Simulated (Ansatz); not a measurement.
A structure file:

```xyz
5
Lattice="4.5649 0.0000 0.0000 0.0000 4.5649 0.0000 0.0000 0.0000 24.1299" Properties=species:S:1:pos:R:3 pbc="T T T"
Eu    2.2825    2.2825    7.5000
Eu    0.0000    0.0000    9.7825
Eu    2.2825    2.2825   12.0649
Eu    0.0000    0.0000   14.3474
Eu    2.2825    2.2825   16.6299
```

Question: Summarise the structure in words.

Answer: The element is europium. The cell holds five atoms. Eu takes three kinds of site: 2h with four Eu at 3.95 Å; 2g with eight Eu in a cubic arrangement at 3.95 Å; 1d with eight Eu in a cubic arrangement at 3.95 Å. The bonds build Eu layers parallel to (001).

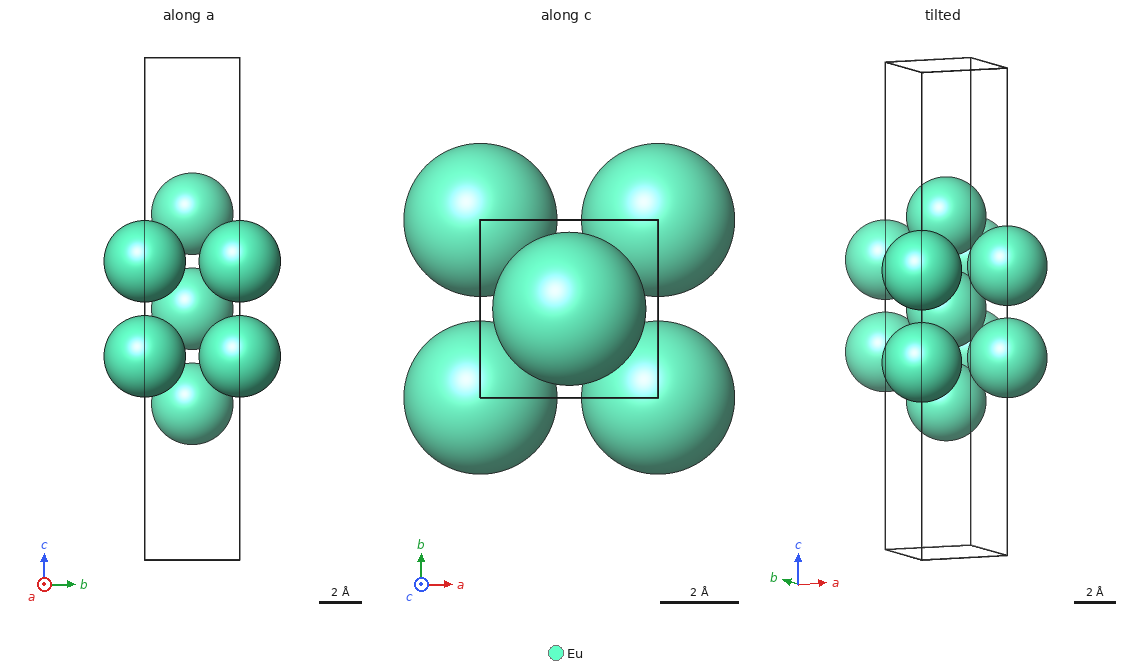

Structure drawing (space-filling), viewed along the a axis, along the c axis and slightly off an axis. Lines trace the edges of the simulation cell.

The cell started as the standard structure of this element; a slab was cut from it. Earlier steps of the study may have refined or changed the cell and positions. An electronic-structure calculation with Ansatz was run on it.
